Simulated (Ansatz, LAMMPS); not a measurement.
# Structural relaxation of glassy 47SiO2-6Al2O3-6FeO-28MgO-6CaO-3Na2O-3K2O (mol %) (87 atoms)

How does glassy 47SiO2-6Al2O3-6FeO-28MgO-6CaO-3Na2O-3K2O (mol %) (87 atoms) relax, and what do bonds, charges and levels look like afterwards?

Program: Ansatz 0.2.0. Level of theory: Kohn-Sham DFT, PBE, PAW (set soft_2), plane waves. Results are calculated unless marked as measured.

**1. Set-up**

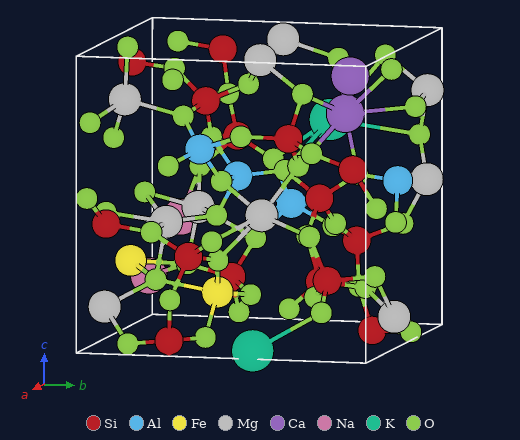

The starting structure, seen slightly off an axis (silicon red, aluminium blue, iron yellow, magnesium light grey, calcium purple, sodium pink, potassium teal, oxygen green). Bonds to atoms that aren't drawn are left out. Some periodic images of atoms are drawn too.

The cell holds 87 atoms: 15 Si, 4 Al, 2 Fe, 9 Mg, 2 Ca, 2 Na, 2 K and 51 O. Its edges and angles: a = 10.373 Å, b = 10.373 Å, c = 10.373 Å, α = 90.0°, β = 90.0°, γ = 90.0°. 87 atoms (15 Si, 4 Al, 2 Fe, 9 Mg, 2 Ca, 2 Na, 2 K, 51 O) placed at random at 2.66 g/cm³, melted at 3000 K for 20 ps at fixed volume with the Buckingham and Coulomb pair potential of Guillot and Sator (Geochim. Cosmochim. Acta 71, 1249 (2007)) with the boron terms of Wang et al. (J. Non-Cryst. Solids 498, 294 (2018)). Quenched from 3000 K to 300 K at 100 K/ps and fixed volume, held 10 ps at zero pressure.

Limits known from the start: The quench rate of 100 K/ps is orders of magnitude faster than experiment, which tends to freeze in extra defects. The starting topology of bonds comes from the classical model. Without a Hubbard term or exact exchange, open shells on Fe are likely too delocalised. The Brillouin zone is sampled at Γ only, in a cell whose shortest periodic width is 10 Å.

**2. How the cell was made**

A classical potential supplies the starting structure, since it reaches far longer times than DFT.

This step: classical MD, Buckingham and Coulomb pair potential of Guillot and Sator (Geochim. Cosmochim. Acta 71, 1249 (2007)) with the boron terms of Wang et al. (J. Non-Cryst. Solids 498, 294 (2018)) (LAMMPS 22 Jul 2025 - Update 4).

The input, in.lmp:

```
# melt-quench of Si15Al4Fe2Mg9Ca2Na2K2O51
units metal
atom_style charge
boundary p p p
region box block 0 10.5493 0 10.5493 0 10.5493
create_box 8 box
mass 1 28.0850   # Si
mass 2 26.9815   # Al
mass 3 55.8450   # Fe
mass 4 24.3050   # Mg
mass 5 40.0780   # Ca
mass 6 22.9898   # Na
mass 7 39.0983   # K
mass 8 15.9990   # O
create_atoms 1 random 15 72737 NULL overlap 1.5 maxtry 2000
create_atoms 2 random 4 72744 NULL overlap 1.5 maxtry 2000
create_atoms 3 random 2 72751 NULL overlap 1.5 maxtry 2000
create_atoms 4 random 9 72758 NULL overlap 1.5 maxtry 2000
create_atoms 5 random 2 72765 NULL overlap 1.5 maxtry 2000
create_atoms 6 random 2 72772 NULL overlap 1.5 maxtry 2000
create_atoms 7 random 2 72779 NULL overlap 1.5 maxtry 2000
create_atoms 8 random 51 72786 NULL overlap 1.5 maxtry 2000
pair_style buck/coul/long 9.0
pair_coeff * * 0.0 1.0 0.0
pair_coeff 1 8 50306.10 0.161 46.2978   # Si-O
pair_coeff 2 8 28538.42 0.172 34.5778   # Al-O
pair_coeff 3 8 13032.93 0.19 0   # Fe-O
pair_coeff 4 8 32652.64 0.178 27.281   # Mg-O
pair_coeff 5 8 155667.70 0.178 42.2597   # Ca-O
pair_coeff 6 8 120303.80 0.17 0   # Na-O
pair_coeff 7 8 2284.77 0.29 0   # K-O
pair_coeff 8 8 9022.79 0.265 85.0921   # O-O
set type 1 charge 1.89
set type 2 charge 1.4175
# [... 27 lines left out ...]
fix md all nvt temp 3000 300 0.1
run 27000 post no
unfix md
thermo 3333
fix md all npt temp 300 300 0.1 iso 0 0 1
run 10000 post no
unfix md
write_dump all custom glass.dump id type xs ys zs modify sort id
```

Started as:

```sh
> lmp -in in.lmp -log none -nocite
```

Numbers of over 12 decimals in the logs are rounded to 6 here.

The log of the run:

```text
LAMMPS (22 Jul 2025 - Update 4)
Created orthogonal box = (0 0 0) to (10.5493 10.5493 10.5493)
Created 15 atoms
Created 4 atoms
Created 2 atoms
Created 9 atoms
Created 2 atoms
Created 2 atoms
Created 2 atoms
Created 51 atoms
PPPM initialization ...
  G vector (1/distance) = 0.3285412
  grid = 9 9 9
  estimated relative force accuracy = 5.6323746e-05
   Step          Time           Temp          PotEng         Press         Density
         0   0              0              0.26126459     1129867.5      2.6589909
        96   0.096          0             -8.8366971      4008.379       2.6589909
Loop time of 0.0652115 s on 1 MPI rank(s) for 96 steps with 87 atoms
Minimization stats:
  Stopping criterion = energy tolerance
  Energy initial, next-to-last, final =
     0.261264587610795  -8.83584565283375  -8.83669714140386
  Force two-norm initial, final = 349.86061 1.8983268
  Iterations, force evaluations = 96 140
   Step          Time           Temp          PotEng         Press         Density
         0   0              3000          -8.8366971      34349.562      2.6589909
       500   0.5            3281.3056     -8.4620602      23927.423      2.6589909
      1000   1              3531.7525     -8.4799223      31377.188      2.6589909
Loop time of 0.357553 s on 1 MPI rank(s) for 1000 steps with 87 atoms
   Step          Time           Temp          PotEng         Press         Density
      1000   1              3531.7525     -8.4799223      31377.188      2.6589909
      3333   3.333          3442.233      -8.3961373      15600.33       2.6589909
      6666   6.666          3065.3794     -8.4876854     -15459.954      2.6589909
      9999   9.999          2793.8576     -8.4856092      32776.734      2.6589909
     13332   13.332         2684.2653     -8.4905483      14585.342      2.6589909
     16665   16.665         3085.6842     -8.4501091      59297.694      2.6589909
     19998   19.998         3277.2021     -8.5674163      46436.481      2.6589909
[... 1 line left out ...]
Loop time of 7.10344 s on 1 MPI rank(s) for 20000 steps with 87 atoms
   Step          Time           Temp          PotEng         Press         Density
[... 12 lines left out ...]
Loop time of 9.34094 s on 1 MPI rank(s) for 27000 steps with 87 atoms
   Step          Time           Temp          PotEng         Press         Density
[... 1 line left out ...]
     49995   49.995         352.96657     -8.9303916     -9229.9982      2.742606
     53328   53.328         291.33649     -8.9312161      14746.172      2.7883461
     56661   56.661         318.66866     -8.930734      -9251.17        2.8030857
     58000   58             333.9781      -8.9315592      2605.6477      2.7966928
Loop time of 3.9949 s on 1 MPI rank(s) for 10000 steps with 87 atoms
```

Wall time 21 s (1 thread of Arm Neoverse V2, shared host); peak memory 0.071 GiB.

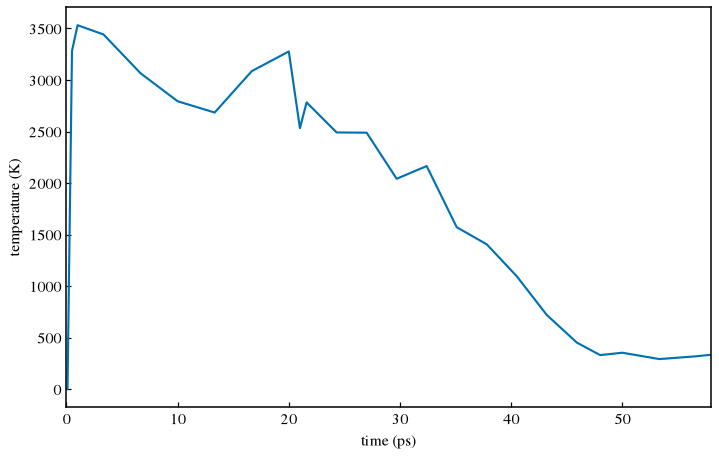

Temperature, plotted against time.

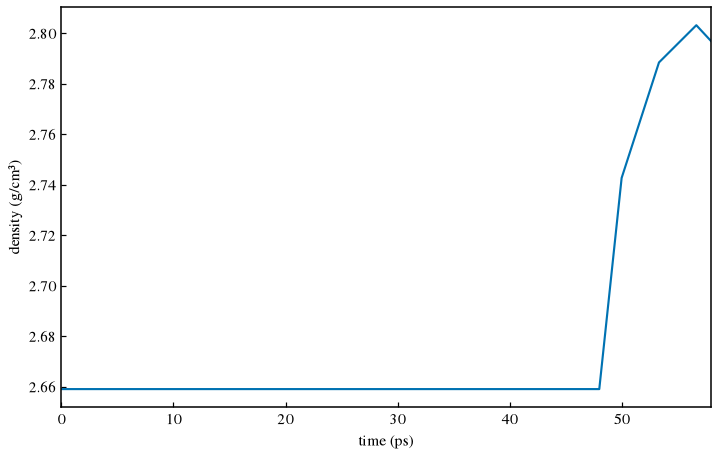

Density against time.

**3. Single point at the start**

The forces at the start show how far the geometry lies from a minimum of this functional.

The input, input.yaml:

```yaml
crystal:
  lattice:
    - [10.37324, 0.0, 0.0]
    - [0.0, 10.37324, 0.0]
    - [0.0, 0.0, 10.37324]
  atoms:
    - { symbol: Si, position: [0.19965, 0.32557, 0.16437] }
    - { symbol: Si, position: [0.04545, 0.30478, 0.61806] }
    - { symbol: Si, position: [0.78553, 0.331, 0.30847] }
    - { symbol: Si, position: [0.55696, 0.72397, 0.20753] }
    - { symbol: Si, position: [0.78769, 0.26416, 0.02284] }
    - { symbol: Si, position: [0.04557, 0.25506, 0.90872] }
    - { symbol: Si, position: [0.74573, 0.03584, 0.40277] }
    - { symbol: Si, position: [0.82324, 0.82004, 0.24822] }
    - { symbol: Si, position: [0.48646, 0.3121, 0.79341] }
    - { symbol: Si, position: [0.24662, 0.82361, 0.00622] }
    - { symbol: Si, position: [0.89643, 0.92733, 0.63532] }
    - { symbol: Si, position: [0.75011, 0.66698, 0.71198] }
    - { symbol: Si, position: [0.4039, 0.036, 0.90486] }
    - { symbol: Si, position: [0.16739, 0.74965, 0.2969] }
    - { symbol: Si, position: [0.42176, 0.68787, 0.46948] }
    - { symbol: Al, position: [0.46573, 0.41631, 0.54141] }
    - { symbol: Al, position: [0.47309, 0.97137, 0.54553] }
    - { symbol: Al, position: [0.7471, 0.36, 0.66631] }
    - { symbol: Al, position: [0.02996, 0.48715, 0.39438] }
    - { symbol: Fe, position: [0.50654, 0.35762, 0.15311], spin: 4.0 }
    - { symbol: Fe, position: [0.38706, 0.02659, 0.23319], spin: 4.0 }
    - { symbol: Mg, position: [0.26931, 0.22951, 0.40478] }
    - { symbol: Mg, position: [0.54096, 0.18936, 0.38873] }
    - { symbol: Mg, position: [0.17952, 0.99463, 0.51283] }
    - { symbol: Mg, position: [0.60904, 0.5321, 0.9541] }
    - { symbol: Mg, position: [0.67358, 0.08175, 0.815] }
    - { symbol: Mg, position: [0.13524, 0.98529, 0.80687] }
    - { symbol: Mg, position: [0.62912, 0.00019, 0.10797] }
    - { symbol: Mg, position: [0.70907, 0.56324, 0.44518] }
    - { symbol: Mg, position: [0.3789, 0.55141, 0.99497] }
    - { symbol: Ca, position: [0.90178, 0.91985, 0.95202] }
    - { symbol: Ca, position: [0.49564, 0.7963, 0.76873] }
    - { symbol: Na, position: [0.08571, 0.01013, 0.14174] }
    - { symbol: Na, position: [0.01649, 0.10303, 0.33448] }
    - { symbol: K, position: [0.94071, 0.59335, 0.01993] }
    - { symbol: K, position: [0.14095, 0.65117, 0.69736] }
    - { symbol: O, position: [0.42312, 0.33298, 0.39993] }
    - { symbol: O, position: [0.11616, 0.83487, 0.91794] }
    - { symbol: O, position: [0.94862, 0.83264, 0.15707] }
    - { symbol: O, position: [0.75078, 0.19308, 0.38125] }
    - { symbol: O, position: [0.87487, 0.4349, 0.3736] }
    - { symbol: O, position: [0.24731, 0.18467, 0.20845] }
    - { symbol: O, position: [0.11168, 0.19335, 0.5214] }
    - { symbol: O, position: [0.32642, 0.99397, 0.77644] }
    - { symbol: O, position: [0.53612, 0.15261, 0.19221] }
    - { symbol: O, position: [0.84334, 0.00604, 0.75572] }
    - { symbol: O, position: [0.35848, 0.06749, 0.46134] }
    - { symbol: O, position: [0.85741, 0.28574, 0.16981] }
    - { symbol: O, position: [0.63678, 0.40501, 0.54556] }
    - { symbol: O, position: [0.6471, 0.39605, 0.28015] }
    - { symbol: O, position: [0.40469, 0.5638, 0.55747] }
    - { symbol: O, position: [0.47254, 0.45621, 0.85345] }
    - { symbol: O, position: [0.88374, 0.28658, 0.62462] }
    - { symbol: O, position: [0.68999, 0.69944, 0.85559] }
    - { symbol: O, position: [0.52139, 0.60898, 0.10751] }
    - { symbol: O, position: [0.30066, 0.71159, 0.36911] }
    - { symbol: O, position: [0.05564, 0.10214, 0.93148] }
    - { symbol: O, position: [0.57044, 0.01596, 0.67052] }
    - { symbol: O, position: [0.8025, 0.51633, 0.7207] }
    - { symbol: O, position: [0.82239, 0.75894, 0.39373] }
    - { symbol: O, position: [0.75622, 0.11313, 0.00339] }
    - { symbol: O, position: [0.49172, 0.86561, 0.18356] }
    - { symbol: O, position: [0.63695, 0.27386, 0.7609] }
    - { symbol: O, position: [0.21658, 0.76992, 0.14866] }
    - { symbol: O, position: [0.54299, 0.96816, 0.92909] }
    - { symbol: O, position: [0.4246, 0.82078, 0.5556] }
    - { symbol: O, position: [0.13716, 0.90128, 0.35499] }
    - { symbol: O, position: [0.8964, 0.30504, 0.91736] }
    - { symbol: O, position: [0.85545, 0.9984, 0.50178] }
    - { symbol: O, position: [0.66394, 0.35734, 0.02083] }
    - { symbol: O, position: [0.30391, 0.97238, 0.01371] }
    - { symbol: O, position: [0.321, 0.42343, 0.12284] }
    - { symbol: O, position: [0.71102, 0.74784, 0.17557] }
    - { symbol: O, position: [0.06229, 0.63961, 0.32828] }
    - { symbol: O, position: [0.34271, 0.73239, 0.9331] }
    - { symbol: O, position: [0.64196, 0.67307, 0.60586] }
    - { symbol: O, position: [0.77879, 0.97298, 0.26234] }
    - { symbol: O, position: [0.08438, 0.43961, 0.54969] }
    - { symbol: O, position: [0.59775, 0.99683, 0.42189] }
    - { symbol: O, position: [0.40931, 0.31145, 0.6619] }
    - { symbol: O, position: [0.5423, 0.6755, 0.35895] }
    - { symbol: O, position: [0.0959, 0.28811, 0.76623] }
    - { symbol: O, position: [0.10814, 0.32728, 0.03343] }
    - { symbol: O, position: [0.0535, 0.93663, 0.64542] }
    - { symbol: O, position: [0.4381, 0.19151, 0.89322] }
    - { symbol: O, position: [0.13119, 0.39114, 0.28795] }
    - { symbol: O, position: [0.85948, 0.7758, 0.67942] }
magnetization:
  spin_polarized: true
kpoints:
  mp_grid: { grid: [1, 1, 1] }
hamiltonian:
  xc: pbe
scf:
  occupations: { method: fermi_dirac, width: 0.05 }
  lower_state_search: "off"
output:
  forces: true
  stress: true
  populations: true
  dos:
    method: { smearing: { sigma: 0.1 } }
    de: 0.1
    projected: { site_lists: { Al: [Al], Ca: [Ca], Fe: [Fe], K: [K], Mg: [Mg] } }
  eigenvalues: true
```

Started as:

```sh
> ansatz run input.yaml --threads 4 --pin off --max-ram 8192MiB --backend cpu --events-out ev --progress --plain --runs-dir out
```

The log of the run:

```text
Engine: ansatz 0.2.0, aarch64-unknown-linux-gnu
Pseudopotentials: kind: paw
Pseudopotential: Si, paw, valence charge 4, recommended cutoff 420 eV (normal), Si.paw.azcp
Pseudopotential: Al, paw, valence charge 3, recommended cutoff 420 eV (normal), Al.paw.azcp
Pseudopotential: Fe, paw, valence charge 16, recommended cutoff 420 eV (normal), Fe.paw.azcp
Pseudopotential: Mg, paw, valence charge 10, recommended cutoff 420 eV (normal), Mg.paw.azcp
Pseudopotential: Ca, paw, valence charge 10, recommended cutoff 420 eV (normal), Ca.paw.azcp
Pseudopotential: Na, paw, valence charge 9, recommended cutoff 420 eV (normal), Na.paw.azcp
Pseudopotential: K, paw, valence charge 9, recommended cutoff 420 eV (normal), K.paw.azcp
Pseudopotential: O, paw, valence charge 6, recommended cutoff 420 eV (normal), O.paw.azcp
[... 5 lines on functional and potentials left out ...]
Crystal: 87 atoms, lattice volume = 1116.203 Å³
Basis set: ecut = 420 eV, 21879 PW (Γ), exchange–correlation on 144×144×144 points (8 copies of the dense FFT grid, shifted against one another)
Bands: 369, of which v1, the nominal top of the filled ones, is band 278 counted from 1 (277 counted from 0)
Symmetry: 1 space group operations
Space group: P1 (ITA 1), of the structure as read, at distance tolerance 1.0e-4 Å
Magnetic group: BNS 1.1 (UNI 1), of the structure as read, at distance tolerance 1.0e-4 Å
k-points: 1
[... 17 lines on functional and potentials left out ...]
Initial density: superposition of atomic densities (chi_scale 0.1, normalization cell, long waves kept (reshape's long-wave potential 0.87 eV rms))
Starting moments: Σ|m| = 8 μB on 2 of 87 sites
Initial wavefunctions: pseudopotential atomic-orbital guess
Functional: x = pbe(κ = 0.804, μ = 0.219515), c = pbe(β = 0.066725)
SCF iter   1: F=—  HF=-76760.072565 eV  |F-HF|=—  |Δ(HF+E_count)|=         —  Δρ=1.58e-1 (↑6.39e-2 ↓1.58e-1)  dr2=8.15e2  dr2_m=3.83e1  M=0.006 μB ∫|m|=0.540 μB  β_m=0.30  ethr=3.10e-3  ⟨swp⟩=10.5  Hψ=3446  notcnv=0  defer=137
preconditioner: auto → Resta (q_TF=auto, 2.429 Å⁻¹)  ε∞=3.6  [insulator: Δε(μ)=0.231 eV  Ē_g=14.274 eV  σ=0.050 eV  W_gap=0.82  n_scr=256 (ndim 8)  ℏωp=23.1 eV  f_vac=0.026  D(μ)=8.14/eV (n_scr^D=26)  ε∞_Penn≈3.6]
spin=Collinear: Resta preconditioning applied to the charge; magnetization (m = ρ↑ − ρ↓) channel mixes plain (no charge-response kernel on spin).
SCF iter   2: F=—  HF=-76768.605521 eV  |F-HF|=—  |Δ(HF+E_count)|=    8.53e0  Δρ=1.87e-1 (↑1.87e-1 ↓8.02e-2)  dr2=1.40e3  dr2_m=3.92e1  M=0.024 μB ∫|m|=0.522 μB  β_m=0.30  ethr=3.10e-3  ⟨swp⟩=7.5  Hψ=2425  notcnv=0  defer=151
[...]
SCF 1 converged in 32 iterations: F = -76673.590513 eV  dr2 = 7.12e-8
[...]
SCF converged after 32 iterations
Magnetization: 8.0000 μB (282.0000 up, 274.0000 down)
Absolute magnetization: 8.0931 μB (∫|ρ↑−ρ↓|, with the PAW one-centre terms)
Spin contamination: 0.0202 ħ² per cell (⟨S²⟩ above its minimum at these occupations)
Per-site moments (μB) at R_I (Å): [(0.00217102, 0.663823), (4.150231582219432e-6, 0.667972), (0.00218931, 0.649201), (0.00222102, 0.669653), (0.00109689, 0.662902), [...]
Free energy (F): -76673.590513 eV
Harris-Foulkes:  -76673.590513 eV  (|F-HF|=5.69e-8)
Internal energy: -76673.535940 eV  (E = F + TS)
E sigma→0 (E₀):  -76673.563226 eV
Entropy (-TS):   -0.054573 eV (-0.627 meV/atom)
Fermi energy:    7.147982 eV
--- Per-component energies (eV) ---
  E_band       = -5778.033101
  E_kinetic    = 12532.128021
  E_local      = -55094.408431  (includes V_loc(G=0)·N_el)
  E_nonlocal   = 4554.026937
  E_hartree    = 21182.069841
  E_xc         = -5915.885911
  E_vxc        = -7092.597591  (∫ρ·V_xc dr)
  E_paw        = -26839.032253  (= ΣΔE_a)
  E_vpaw       = -3041.445338  (= ΣTr[D̂ρ^β])
  E_aug_tail   = 0.130402  (compensation charges beyond the density's cutoff)
  E_ewald      = -27092.564545
  E_smearing   = -0.054573  (= −TS)
  E_closure    = 0.000000  (closes the sum)
  Σ components = -76673.590513   (vs F -76673.590513, Δ=0.00e0)
--- Forces (eV/Å), atoms counted from 1 ---
  atom   1  Si     0.96666604     2.18924500    -0.84553896
  atom   2  Si    -2.33511553    -1.48149690    -1.33436377
  atom   3  Si    -2.00682430    -0.87380969    -2.96984842
  atom   4  Si    -0.73263349     0.85654693    -0.32352271
  atom   5  Si    -0.17560674     0.07124592     1.73372519
  atom   6  Si    -0.74129579    -0.82899784     0.85081435
  atom   7  Si    -1.20628209    -0.88134577    -0.05974480
  atom   8  Si     2.59682218    -1.40311173     4.41028176
[...]
atom  13  Si     0.69435630     0.86115846    -1.59733775
  atom  14  Si    -0.40435323     2.09974784     1.80219253
[...]
atom  86  O     -0.64817322    -0.67391158     0.48187593
  atom  87  O      1.54991304     0.29219188    -0.39164567
  max |Σ_I F_I| component: 6.42e-5 eV/Å
--- Stress (GPa, compression-positive) ---
        4.492638      -0.868308       1.178391
       -0.868313      -0.410186       0.974994
        1.178392       0.975014       2.419943
  P = ⅓ Tr σ = 2.1675 GPa (21.675 kbar)
--- Band table (eV) ---
  k-point 0 ↑: bands = ["-82.8365", "-82.3669", "-69.2014", "-69.1769", [... 353 levels ...], "14.4245", "14.4647", "14.5514", "14.5787", "14.5999", "14.6357", "14.6763", "14.7436", "14.8157", "14.8572", "14.9499", "14.9593"]
  k-point 0 ↓: bands = ["-78.6532", "-78.4504", "-69.2018", "-69.1771", [... 353 levels ...], "14.5007", "14.5303", "14.5809", "14.5983", "14.6354", "14.6784", "14.6984", "14.7777", "14.8611", "14.9217", "14.9724", "15.0080"]
--- Löwdin populations: 87 sites ---
  site symbol       q [e]    m [muB]
     0     Si      2.3716     0.0050
     1     Si      2.3068     0.0000
     2     Si      2.3404     0.0059
[...]
86      O      6.8173     0.0000
  spilling = 0.010471 (of n_electrons = 556.000000)
```

It took 60 s on 4 threads of Arm Neoverse V2, shared host; peak memory 2.5 GiB; 4 min of CPU time.

Read from the output:

| Quantity | Value |
| --- | --- |
| free energy | -76673.5905 eV |
| free energy per atom | -881.3056 eV/atom |
| SCF cycles | 32 |
| pressure | 2.167 GPa |
| r.m.s. force component | 1.013 eV/Å |
| longest force | 5.307 eV/Å |
| Fermi energy | 7.148 eV |
| levels partly filled by over 2 per cent | 2 |
| total moment | 8 μB |
| absolute moment | 8.093 μB |
| spilling of the projection | 0.01047 |

The r.m.s. force component of 1.0 eV/Å and the pressure of 2.2 GPa set the starting point.

Length of the force by element:

```tsv
element	coordination	atoms	mean length of the force (eV/Å)	spread	least	most
Al	all	4	2.92	0.754	2.00	4.09
Ca	all	2	0.836	0.189	0.647	1.03
Fe	all	2	1.05	0.517	0.536	1.57
K	all	2	0.356	0.0618	0.295	0.418
Mg	all	9	1.36	0.617	0.387	2.79
Na	all	2	1.08	0.0146	1.07	1.10
O	all	51	1.31	0.708	0.132	3.44
Si	all	15	2.21	1.12	0.805	5.31
```

(Continued in part 2 of 4.)

[Logs are printed without paths, hosts, clocks, repeated set-up lines and the standing remarks that a program may print on its own settings, such as how far it seeks lower states.]

[Hosts, paths, dates, database ids (printed as entryN), source tags and the programs' standing remarks are cut or masked in the printed files.]
